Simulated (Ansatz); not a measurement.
```xyz
8

P     1.2526    0.0068    1.3350
S    -1.5579    0.3726   -0.8967
Si   -0.8361   -0.7080    0.8195
H     0.7833    1.2171    1.9321
H     1.2882   -0.7051    2.5765
H    -0.7523   -2.1791    0.5689
H    -1.8613   -0.4481    1.8711
H    -0.5062    0.0425   -1.6814
```

Geometry: r2SCAN-D4/def2-SVP.

Theory: Ansatz, isolated molecule in a Gaussian basis; Kohn-Sham density functional theory, functional PBE0.

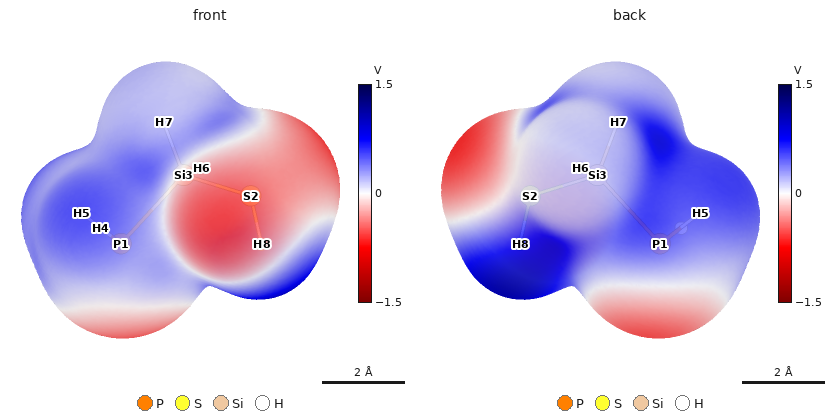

H₅PSSi. The molecular electrostatic potential painted on the density surface at 0.001 e/bohr³, seen from the front and from behind; the colour scale runs from red (negative) to blue (positive).

Describe the electrostatic potential map.

The most negative region (about −0.6 V) lies over S2, the most positive (about +1.1 V) over H8.

How polar is the molecule by this calculation?

Its dipole moment is 0.90 D.
